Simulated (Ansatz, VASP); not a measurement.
# Cross-check of SiC (Moissanite 3C) between VASP and Ansatz

One calculation is typed for both programs; each brings its own data sets. How far apart do they land? Valence electrons are named where the data sets of a main pair hold unlike numbers.

Main program and level: Ansatz 0.2.0; plane waves, with VASP 6.6.1 beside it; band structure at LDA, band structure at PBE and dielectric response at LDA.

## (1) The starting structure

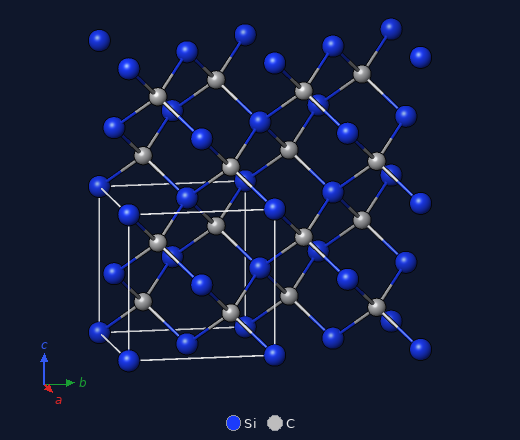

Start, viewed slightly off an axis; silicon blue, carbon light grey. 1×2×2 cells are drawn. This picture shows the conventional cell, with its axes. Bonds to atoms that aren't drawn are left out. Some periodic images of atoms are drawn too.

Structure file:

```xyz
2
Lattice="0.0000 2.1790 2.1790 2.1790 0.0000 2.1790 2.1790 2.1790 0.0000" Properties=species:S:1:pos:R:3 pbc="T T T"
Si    0.0000    0.0000    0.0000
C     3.2685    3.2685    3.2685
```

## (2) VASP: band structure, LDA

The same path points are solved in both programs, so levels can be compared one by one.

Lines of VASP's logs that name or quote its potential files are left out, and so is its time.

Input file INCAR:

```
SYSTEM = SiC
PREC = Accurate
ENCUT = 460
EDIFF = 1E-06
NELM = 100
ISMEAR = 0
SIGMA = 0.03
LREAL = .FALSE.
ALGO = Normal
GGA = CA
NBANDS = 16
LORBIT = 11
LWAVE = .FALSE.
LCHARG = .FALSE.
KPAR = 4
```

Input file POSCAR:

```
SiC
1.0
    0.0000000000      2.1790000000      2.1790000000
    2.1790000000      0.0000000000      2.1790000000
    2.1790000000      2.1790000000      0.0000000000
Si C
1 1
Direct
    0.0000000000      0.0000000000      0.0000000000
    0.7500000000      0.7500000000      0.7500000000
```

Input file KPOINTS:

```
Automatic mesh
0
Gamma
8 8 8
0 0 0
```

Input file KPOINTS_OPT:

```
Line mode
10
Line-mode
Reciprocal
  0.00000000   0.00000000   0.00000000 GAMMA
  0.50000000   0.00000000   0.50000000 X

  0.50000000   0.00000000   0.50000000 X
  0.50000000   0.25000000   0.75000000 W

  0.50000000   0.25000000   0.75000000 W
  0.37500000   0.37500000   0.75000000 K

  0.37500000   0.37500000   0.75000000 K
  0.00000000   0.00000000   0.00000000 GAMMA

  0.00000000   0.00000000   0.00000000 GAMMA
  0.50000000   0.50000000   0.50000000 L

  0.50000000   0.50000000   0.50000000 L
  0.62500000   0.25000000   0.62500000 U

  0.62500000   0.25000000   0.62500000 U
  0.50000000   0.25000000   0.75000000 W

  0.50000000   0.25000000   0.75000000 W
  0.50000000   0.50000000   0.50000000 L

  0.50000000   0.50000000   0.50000000 L
  0.37500000   0.37500000   0.75000000 K

  0.62500000   0.25000000   0.62500000 U
  0.50000000   0.00000000   0.50000000 X
```

Potentials, in the order of the species: Si and C (LDA family, release 64).

On the command line:

```bash
$ mpirun -np 4 vasp_std
```

Numbers of over 12 decimals in the logs are rounded to 6 here.

The program printed:

```text
[banner, memory and clock lines left out]
running    4 mpi-ranks, on    1 nodes
 distrk:  each k-point on    1 cores,    4 groups
 distr:  one band on    1 cores,    1 groups

 POSCAR found type information on POSCAR SiC
 POSCAR found :  2 types and       2 ions
 LDA part: xc-table for (Slater(with rela. corr.)+CA(PZ))
 , standard interpolation
 POSCAR, INCAR and KPOINTS ok, starting setup
 FFT: planning ... GRIDC
 FFT: planning ... GRID_SOFT
 FFT: planning ... GRID
 WAVECAR not read
 entering main loop
       N       E                     dE             d eps       ncg     rms          rms(c)
DAV:   1     0.146316734233E+00    0.14632E+00   -0.33842E+03   968   0.381E+02
DAV:   2    -0.182915499154E+02   -0.18438E+02   -0.17864E+02  1264   0.886E+01
DAV:   3    -0.186712736398E+02   -0.37972E+00   -0.37948E+00  1072   0.960E+00
DAV:   4    -0.186721361713E+02   -0.86253E-03   -0.86252E-03  1304   0.600E-01
DAV:   5    -0.186721387729E+02   -0.26016E-05   -0.26015E-05  1048   0.293E-02    0.906E+00
DAV:   6    -0.167254212581E+02    0.19467E+01   -0.58961E+00  1200   0.814E+00    0.380E+00
DAV:   7    -0.166598144589E+02    0.65607E-01   -0.39831E-01  1256   0.271E+00    0.188E+00
DAV:   8    -0.166391721341E+02    0.20642E-01   -0.23419E-02  1080   0.725E-01    0.163E-01
DAV:   9    -0.166385819774E+02    0.59016E-03   -0.28773E-03  1192   0.212E-01    0.877E-02
DAV:  10    -0.166385918681E+02   -0.98907E-05   -0.12272E-04  1096   0.538E-02    0.337E-02
DAV:  11    -0.166385924318E+02   -0.56375E-06   -0.14173E-06  1240   0.576E-03
   1 F= -.16638592E+02 E0= -.16638592E+02  d E =-.175861E-17
 Start KPOINTS_OPT (optional k-point list driver)
k-point batch [1-29\100]
       N       E                     dE             ncg
DAV:   1     0.993866066298E+03   -0.74605E+04      952
DAV:   2     0.488035678396E+03   -0.50583E+03     1264
DAV:   3     0.477236354856E+03   -0.10799E+02     1128
DAV:   4     0.477213429342E+03   -0.22926E-01     1200
DAV:   5     0.477213365249E+03   -0.64093E-04     1160
DAV:   6     0.477213365011E+03   -0.23818E-06     1104
[...]
k-point batch [88-100\100]
       N       E                     dE             ncg
DAV:   1     0.575733865590E+04   -0.43645E+04      448
DAV:   2     0.553242912683E+04   -0.22491E+03      536
DAV:   3     0.552877180419E+04   -0.36573E+01      552
DAV:   4     0.552876419631E+04   -0.76079E-02      504
DAV:   5     0.552876417466E+04   -0.21651E-04      536
DAV:   6     0.552876417457E+04   -0.87616E-07      464
```

Parts of OUTCAR (step 2):

```text
ion  position               nearest neighbor table
   1  0.000  0.000  0.000-   2 1.89   2 1.89   2 1.89   2 1.89
   2  0.750  0.750  0.750-   1 1.89   1 1.89   1 1.89   1 1.89

  LATTYP: Found a face centered cubic cell.
 ALAT       =     4.3580000000

 Subroutine GETGRP returns: Found 24 space group operations
 (whereof 24 operations were pure point group operations)

The static configuration has the point symmetry T_d .

 Found     29 irreducible k-points:

   k-points           NKPTS =     29   k-points in BZ     NKDIM =     29   number of bands    NBANDS=     16

   dimension x,y,z NGX =    24 NGY =   24 NGZ =   24
   dimension x,y,z NGXF=    48 NGYF=   48 NGZF=   48

   ENCUT  =  460.0 eV  33.81 Ry    5.81 a.u.   5.39  5.39  5.39*2*pi/ulx,y,z

   NELECT =       8.0000    total number of electrons

 k-points in reciprocal lattice and weights: Automatic mesh
   0.00000000  0.00000000  0.00000000       0.002
   0.12500000  0.00000000  0.00000000       0.016
   0.25000000  0.00000000  0.00000000       0.016
   0.37500000  0.00000000  0.00000000       0.016
   0.50000000  0.00000000  0.00000000       0.008
   0.12500000  0.12500000  0.00000000       0.012
   0.25000000  0.12500000  0.00000000       0.047
   0.37500000  0.12500000  0.00000000       0.047
   0.50000000  0.12500000  0.00000000       0.047
[...]
-0.37500000  0.50000000  0.12500000       0.023
  -0.25000000  0.50000000  0.25000000       0.012

 average (electrostatic) potential at core
       1 -81.9331       2 -49.0309

 E-fermi :   8.2319

 k-point     1 :       0.0000    0.0000    0.0000
  band No.  band energies     occupation
      1      -7.2536      2.00000
      2       8.0631      2.00000
      3       8.0631      2.00000
      4       8.0631      2.00000
      5      14.3537      0.00000
      6      15.2538      0.00000
      7      15.2538      0.00000
      8      15.2538      0.00000
      9      22.5223      0.00000
    ...

 k-point     2 :       0.1250    0.0000    0.0000
  band No.  band energies     occupation
      1      -6.9479      2.00000
      2       6.5922      2.00000
      3       7.8606      2.00000
      4       7.8606      2.00000
      5      14.5171      0.00000
      6      15.6040      0.00000
      7      15.6040      0.00000
      8      15.8200      0.00000
      9      21.2846      0.00000
    ...

 k-point     3 :       0.2500    0.0000    0.0000
  band No.  band energies     occupation
      1      -6.0525      2.00000
      2       3.7915      2.00000
      3       7.4543      2.00000
      4       7.4543      2.00000
      5      14.0042      0.00000
      6      15.8587      0.00000
      7      15.8587      0.00000
      8      17.3168      0.00000
      9      21.0985      0.00000
    ...

  Total       -0.5297078     -0.5297078     -0.5297078      0.0000000     -0.0000000      0.0000000
  in kB      -41.0152383    -41.0152383    -41.0152383      0.0000000     -0.0000000      0.0000000
  external PRESSURE =     -41.0152383 kB  Pullay stress =       0.0000000 kB

  energy-cutoff  :      460.00
  volume of cell :       20.69
      direct lattice vectors                 reciprocal lattice vectors
     0.000000000  2.179000000  2.179000000    -0.229463056  0.229463056  0.229463056
     2.179000000  0.000000000  2.179000000     0.229463056 -0.229463056  0.229463056
     2.179000000  2.179000000  0.000000000     0.229463056  0.229463056 -0.229463056

 POSITION                                       TOTAL-FORCE (eV/Angst)
 -----------------------------------------------------------------------------------
      0.00000      0.00000      0.00000        -0.000000     -0.000000     -0.000000
      3.26850      3.26850      3.26850         0.000000      0.000000      0.000000
 -----------------------------------------------------------------------------------
    total drift:                               -0.000000     -0.000000     -0.000000

  FREE ENERGIE OF THE ION-ELECTRON SYSTEM (eV)
  ---------------------------------------------------
  free  energy   TOTEN  =       -16.6385924318 eV

  energy  without entropy=      -16.6385924318  energy(sigma->0) =      -16.63859243

 total charge
# of ion       s       p       d       tot
------------------------------------------
    1        0.713   0.982   0.000   1.695
    2        0.830   1.711   0.000   2.540
--------------------------------------------------
tot          1.542   2.693   0.000   4.236

[... 3 further parts left out ...]
```

The run ends at a pressure of -4.10 GPa.

## (3) Ansatz: band structure, LDA

Ansatz runs on its default PAW (the set named soft_2) files.

The same cell, functional (in two slightly different forms), mesh and smearing now go to Ansatz, which takes its cutoff from its data sets.

Input file input.yaml:

```yaml
crystal:
  lattice:
    - [0.0, 2.179, 2.179]
    - [2.179, 0.0, 2.179]
    - [2.179, 2.179, 0.0]
  atoms:
    - { symbol: Si, position: [0.0, 0.0, 0.0] }
    - { symbol: C, position: [0.75, 0.75, 0.75] }
hamiltonian:
  xc: lda
  pseudopotentials: { kind: paw }
kpoints:
  mp_grid: { grid: [8, 8, 8] }
  band_path:
    path:
      - [0.0, 0.0, 0.0]
      - [0.16667, 0.0, 0.16667]
      - [0.33333, 0.0, 0.33333]
      - [0.5, 0.0, 0.5]
      - [0.5, 0.08333, 0.58333]
      - [0.5, 0.19444, 0.69444]
      - [0.5, 0.25, 0.75]
      - [0.45833, 0.29167, 0.75]
      - [0.40278, 0.34722, 0.75]
      - [0.375, 0.375, 0.75]
      - [0.20833, 0.20833, 0.41667]
      - [0.08333, 0.08333, 0.16667]
      - [0.0, 0.0, 0.0]
      - [0.22222, 0.22222, 0.22222]
      - [0.38889, 0.38889, 0.38889]
      - [0.51389, 0.47222, 0.51389]
      - [0.55556, 0.38889, 0.55556]
      - [0.61111, 0.27778, 0.61111]
      - [0.61111, 0.25, 0.63889]
      - [0.56944, 0.25, 0.68056]
      - [0.51389, 0.25, 0.73611]
      - [0.5, 0.27778, 0.72222]
      - [0.5, 0.38889, 0.61111]
      - [0.5, 0.47222, 0.52778]
      - [0.48611, 0.48611, 0.52778]
      - [0.43056, 0.43056, 0.63889]
      - [0.38889, 0.38889, 0.72222]
      - [0.59722, 0.19444, 0.59722]
      - [0.55556, 0.11111, 0.55556]
      - [0.5, 0.0, 0.5]
    npoints: 1
scf:
  occupations: { method: gaussian, width: 0.03 }
  n_extra_bands: 7
output:
  forces: true
  stress: true
  eigenvalues: true
```

On the command line:

```bash
$ ansatz run input.yaml --threads 2 --pin off --max-ram 4608MiB --backend cpu --events-out ev --progress --plain --runs-dir out
```

The program printed:

```text
scf.n_extra_bands = 7 over 4 filled bands (N_el = 8.0): the run solves 11 bands
Engine: ansatz 0.2.0, aarch64-unknown-linux-gnu
Pseudopotentials: kind: paw
Pseudopotential: Si, paw, valence charge 4, recommended cutoff 420 eV (normal), Si.paw.azcp
Pseudopotential: C, paw, valence charge 4, recommended cutoff 420 eV (normal), C.paw.azcp
Functional definition: SPW92
  exchange = slater_x
  correlation = pw_c
Crystal: 2 atoms, lattice volume = 20.692 Å³
Basis set: ecut = 420 eV, 411 PW (Γ)
Bands: 11, of which v1, the nominal top of the filled ones, is band 4 counted from 1 (3 counted from 0)
Symmetry: 24 space group operations
Space group: F-43m (ITA 216), of the structure as read, at distance tolerance 2.7e-5 Å
k-points: 29 of 512 (time reversal used)
Non-local potential: Si, projectors of the file, l = 0: 2, l = 1: 2, l = 2: 2
Non-local potential: C, projectors of the file, l = 0: 2, l = 1: 2, l = 2: 1
PAW form: soft (Blöchl's): semilocal exchange-correlation on the pseudo side does not see the compensation charge
PAW frozen core: Si, regenerated for the run's functional, and the local potential with it (the file was generated under x = pbe(κ = 0.804, μ = 0.219515), c = pbe(β = 0.066725))
PAW frozen core: C, regenerated for the run's functional, and the local potential with it (the file was generated under x = pbe(κ = 0.804, μ = 0.219515), c = pbe(β = 0.066725))
PAW one-centre angular grid: Si, 110 points (default); XC on 64 Gauss nodes
PAW one-centre angular grid: C, 110 points (default); XC on 64 Gauss nodes
Initial density: superposition of atomic densities (neutral atoms: chi_scale 0, normalization atom), corrected by the library's trained network
Initial wavefunctions: pseudopotential atomic-orbital guess
Functional: x = slater, c = lda
SCF iter   1: F=—  HF=-852.197354 eV  |F-HF|=—  |Δ(HF+E_count)|=         —  Δρ=7.60e-3  dr2=1.24e-2  ethr=1.77e-3  ⟨swp⟩=5.8  Hψ=2267  notcnv=0  defer=12
preconditioner: auto → none  [insulator: Δε(μ)=1.242 eV  Ē_g=17.368 eV  σ=0.030 eV  W_gap=1.00  n_scr=0 (ndim 8)  ℏωp=23.1 eV  f_vac=0.000  D(μ)=0.00/eV (n_scr^D=0)  ε∞_Penn≈2.8]
SCF iter   2: F=—  HF=-852.194015 eV  |F-HF|=—  |Δ(HF+E_count)|=   3.34e-3  Δρ=3.51e-3  dr2=1.25e-3  ethr=1.55e-4  ⟨swp⟩=2.0  Hψ=694  notcnv=0  defer=60
SCF iter   3: F=—  HF=-852.193679 eV  |F-HF|=—  |Δ(HF+E_count)|=   3.36e-4  Δρ=1.47e-3  dr2=1.75e-4  ethr=1.57e-5  ⟨swp⟩=2.5  Hψ=393  notcnv=0  defer=60
SCF iter   4: F=—  HF=-852.193635 eV  |F-HF|=—  |Δ(HF+E_count)|=   4.36e-5  Δρ=2.47e-4  dr2=5.41e-6  ethr=2.19e-6  ⟨swp⟩=1.0  Hψ=259  notcnv=0  defer=60
SCF iter   5: F=—  HF=-852.193636 eV  |F-HF|=—  |Δ(HF+E_count)|=   4.98e-7  Δρ=1.42e-5  dr2=1.78e-8  ethr=6.76e-8  ⟨swp⟩=1.4  Hψ=297  notcnv=0  defer=60
SCF iter   6: F=-852.193636 eV  HF=-852.193636 eV  |F-HF|=5.15e-11  |Δ(HF+E_count)|=   9.31e-9  Δρ=1.18e-6  dr2=1.04e-10  ethr=2.22e-10  ⟨swp⟩=5.8  Hψ=1385  notcnv=0
SCF 1 converged in 6 iterations: F = -852.193636 eV  dr2 = 1.04e-10
  greatest PAW one-centre occupation: 0.637 electrons in one spin orbital (limit 2), on the C atom at site 1 (counted from 0), in its partial waves of l = 0
NSCF: frozen V_eff on 30 k-points
SCF converged after 6 iterations
Free energy (F): -852.193636 eV
Harris-Foulkes:  -852.193636 eV  (|F-HF|=5.15e-11)
Internal energy: -852.193636 eV  (E = F + TS)
E sigma→0 (E₀):  -852.193636 eV
Fermi energy:    9.903089 eV
--- Per-component energies (eV) ---
  E_band       = 27.050055
  E_kinetic    = 135.709321
  E_local      = -106.266814  (includes V_loc(G=0)·N_el)
  E_nonlocal   = 53.906241
  E_hartree    = 31.776257
  E_xc         = -104.703459
  E_vxc        = -109.365146  (∫ρ·V_xc dr)
  E_paw        = -577.978578  (= ΣΔE_a)
  E_vpaw       = -10.486052  (= ΣTr[D̂ρ^β])
  E_aug_tail   = 0.000012  (compensation charges beyond the density's cutoff)
  E_ewald      = -284.783780
  E_core_change = 0.147163  (= ΣΔE_core)
  E_smearing   = -0.000000  (= −TS)
  E_closure    = -0.000000  (closes the sum)
  Σ components = -852.193636   (vs F -852.193636, Δ=0.00e0)
--- Forces (eV/Å), atoms counted from 1 ---
  atom   1  Si    -0.00000000     0.00000000    -0.00000000
  atom   2  C      0.00000000     0.00000000     0.00000000
  max |Σ_I F_I| component: 1.11e-16 eV/Å
--- Stress (GPa, compression-positive) ---
       -4.426879       0.000000      -0.000000
        0.000000      -4.426879       0.000000
       -0.000000       0.000000      -4.426879
  P = ⅓ Tr σ = -4.4269 GPa (-44.269 kbar)
--- Band table (eV; the first three rows and the last of 29) ---
  k-point 0: bands = [-6.0742, 9.2450, 9.2450, 9.2450, 15.5117, 16.4434, 16.4434, 16.4434, ... 3 higher]
  k-point 1: bands = [-5.7684, 7.7748, 9.0432, 9.0432, 15.6891, 16.7930, 16.7930, 16.9950, ... 3 higher]
  k-point 2: bands = [-4.8730, 4.9736, 8.6367, 8.6367, 15.1792, 17.0484, 17.0484, 18.4876, ... 3 higher]
  k-point 28: bands = [-0.7285, 2.2095, 4.2273, 4.5363, 14.3832, 18.5740, 18.6079, 18.8651, ... 3 higher]
```

It took 1.5 s on 2 threads of Arm Neoverse N1, shared host; peak memory 0.25 GiB.

In the SCF lines HF is the Harris–Foulkes energy and dr2 the Hartree energy of the density residual, in eV; the loop may stop once dr2 is under the threshold and the program's other checks hold. Hψ counts applications of the Hamiltonian.

## (4) Side by side

Known differences besides the potentials themselves: the two LDA forms differ slightly; the cutoff is 420 eV in Ansatz and 460 eV in VASP; VASP's log shows a relativistic correction to its local exchange, Ansatz's none. Total energies have different zeros and are not compared.

The two programs side by side:

| quantity | Ansatz | VASP | difference |
| --- | --- | --- | --- |
| pressure (GPa) | -4.43 | -4.10 | -0.33 |
| pressure without Ansatz's Pulay correction (GPa) | -4.82 | -4.10 | -0.72 |
| gap over the path points (eV) | 1.316 | 1.303 | +0.013 |

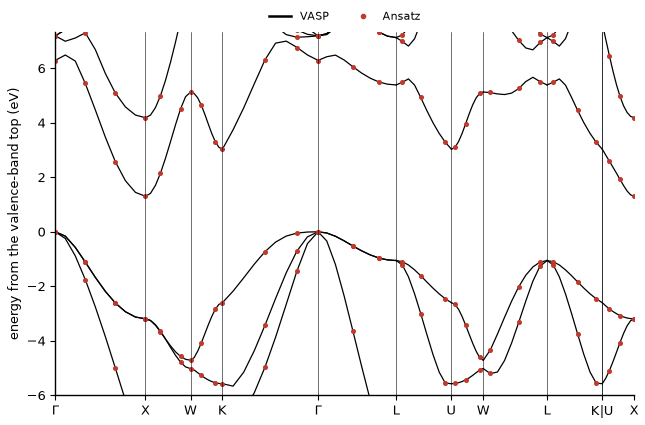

Bands from VASP (lines) and levels from Ansatz (dots). Dots without a line are higher empty bands that the VASP plot leaves out.

Levels at points of the path, from each program's valence-band top (eV; 3 filled, then empty):

| k (reciprocal lattice) | Ansatz | VASP |
| --- | --- | --- |
| 0.000 0.000 0.000 | 0.00 0.00 0.00 6.27 7.20 7.20 | 0.00 0.00 0.00 6.29 7.19 7.19 |
| 0.167 0.000 0.167 | -1.76 -1.11 -1.11 5.45 7.29 8.92 | -1.76 -1.11 -1.11 5.44 7.30 8.92 |
| 0.333 0.000 0.333 | -5.01 -2.61 -2.61 2.58 5.09 11.98 | -5.01 -2.62 -2.62 2.57 5.09 11.99 |
| 0.500 0.000 0.500 | -7.82 -3.19 -3.19 1.32 4.19 13.82 | -7.81 -3.19 -3.19 1.30 4.19 13.83 |
| 0.500 0.083 0.583 | -7.67 -3.67 -3.65 2.17 5.00 12.82 | -7.67 -3.67 -3.65 2.15 5.00 12.83 |
| 0.500 0.194 0.694 | -7.17 -4.78 -4.57 4.52 7.76 10.06 | -7.17 -4.78 -4.57 4.51 7.76 10.06 |
| 0.500 0.250 0.750 | -7.04 -5.02 -4.71 5.14 9.33 9.36 | -7.03 -5.02 -4.71 5.13 9.34 9.36 |
| 0.458 0.292 0.750 | -7.11 -5.26 -4.08 4.67 8.26 9.90 | -7.10 -5.27 -4.09 4.66 8.26 9.90 |
| 0.403 0.347 0.750 | -7.26 -5.54 -2.84 3.31 7.70 11.21 | -7.26 -5.54 -2.84 3.30 7.70 11.21 |
| 0.375 0.375 0.750 | -7.29 -5.57 -2.60 3.04 7.65 11.70 | -7.28 -5.58 -2.60 3.03 7.65 11.70 |

Among the levels compared at these points, filled levels agree within 8 meV and empty ones within 24 meV. Ansatz's pressure holds a Pulay correction of 0.40 GPa; VASP's holds none.

## (5) VASP: band structure, PBE

Levels along a path test the potential and the projectors away from the mesh points.

Edit INCAR of step 2 so:

```diff
@@ -9,3 +9,3 @@
 ALGO = Normal
-GGA = CA
+GGA = PE
 NBANDS = 16
```

POSCAR is that of step 2.

KPOINTS is that of step 2.

KPOINTS_OPT is that of step 2.

Potentials, in the order of the species: Si and C (PBE family, release 64).

On the command line:

```bash
$ mpirun -np 4 vasp_std
```

The program printed:

```text
[banner, memory and clock lines left out]
running    4 mpi-ranks, on    1 nodes
[...]
LDA part: xc-table for (Slater+PW92), standard interpolation
 POSCAR, INCAR and KPOINTS ok, starting setup
[...]
entering main loop
       N       E                     dE             d eps       ncg     rms          rms(c)
DAV:   1     0.192678271882E+01    0.19268E+01   -0.33971E+03   968   0.382E+02
DAV:   2    -0.165362142949E+02   -0.18463E+02   -0.17885E+02  1264   0.886E+01
DAV:   3    -0.169116435691E+02   -0.37543E+00   -0.37520E+00  1080   0.954E+00
DAV:   4    -0.169124113097E+02   -0.76774E-03   -0.76773E-03  1304   0.564E-01
[...]
DAV:  10    -0.150585025164E+02   -0.10723E-03   -0.21033E-04  1064   0.712E-02    0.295E-02
DAV:  11    -0.150585069507E+02   -0.44343E-05   -0.27824E-05  1240   0.222E-02    0.673E-03
DAV:  12    -0.150585074189E+02   -0.46823E-06   -0.22988E-06  1072   0.622E-03
   1 F= -.15058507E+02 E0= -.15058507E+02  d E =-.875329E-23
 Start KPOINTS_OPT (optional k-point list driver)
k-point batch [1-29\100]
       N       E                     dE             ncg
DAV:   1     0.100015364605E+04   -0.74543E+04      952
DAV:   2     0.491346335699E+03   -0.50881E+03     1256
DAV:   3     0.480621105166E+03   -0.10725E+02     1120
DAV:   4     0.480599960129E+03   -0.21145E-01     1192
DAV:   5     0.480599904061E+03   -0.56068E-04     1160
DAV:   6     0.480599903864E+03   -0.19679E-06     1072
[...]
k-point batch [88-100\100]
       N       E                     dE             ncg
DAV:   1     0.575942658137E+04   -0.43624E+04      448
DAV:   2     0.553371610670E+04   -0.22571E+03      544
DAV:   3     0.553009859739E+04   -0.36175E+01      544
DAV:   4     0.553009155925E+04   -0.70381E-02      512
DAV:   5     0.553009154024E+04   -0.19000E-04      520
DAV:   6     0.553009154017E+04   -0.73091E-07      480
```

OUTCAR, selected parts (step 5):

```text
  Total        0.4010457      0.4010457      0.4010457      0.0000000      0.0000000     -0.0000000
  in kB       31.0529400     31.0529400     31.0529400      0.0000000      0.0000000     -0.0000000
  external PRESSURE =      31.0529400 kB  Pullay stress =       0.0000000 kB

  FREE ENERGIE OF THE ION-ELECTRON SYSTEM (eV)
  ---------------------------------------------------
  free  energy   TOTEN  =       -15.0585074189 eV

  energy  without entropy=      -15.0585074189  energy(sigma->0) =      -15.05850742

[... 3 parts as in an earlier step ...]

[... 1 further part left out ...]
[key lines of the parts left out:]
E-fermi :   8.3071
```

The run ends at a pressure of 3.11 GPa.

[end of part 1 of 2]

[Lines on the potential files, build, host, timing and source positions are cut from VASP's logs without a mark.]

[Logs are printed without paths, hosts, clocks, repeated set-up lines and the standing remarks that a program may print on its own settings, such as how far it seeks lower states.]

[Hosts, paths, dates, database ids (printed as entryN), source tags and the programs' standing remarks are cut or masked in the printed files.]
